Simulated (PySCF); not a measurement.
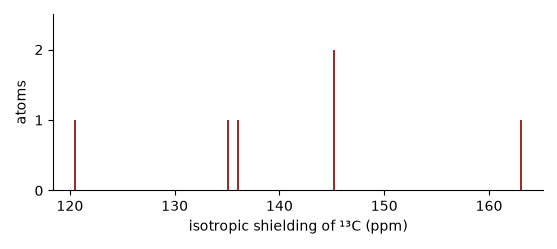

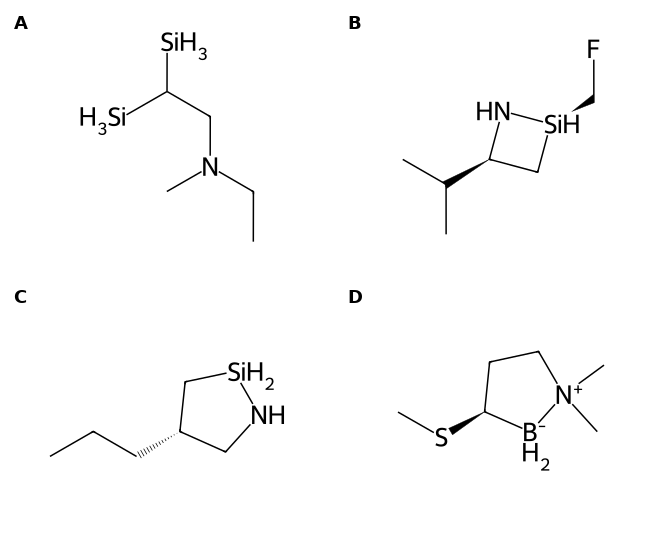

The sticks are computed shieldings of one of the molecules, for one fixed geometry (GFN2-xTB) without averaging over rotations. Low shielding means a high chemical shift. Method: GIAO PBE0/pcSseg-1 NMR shielding, non-relativistic, gas phase (PySCF 2.14.0).

Match the spectrum to a structure.

Answer. D, `CS[C@@H]1[BH2-][N+](C)(C)CC1`. Its 6 C atoms give lines at 120.5, 135.0, 136.1, 145.2 (2 atoms), 163.0 ppm.

The geometry is semi-empirical. Around B, Si such bond lengths and angles can be off by a tenth of an ångström or more and by several degrees, and values that hang on the shape move with them.
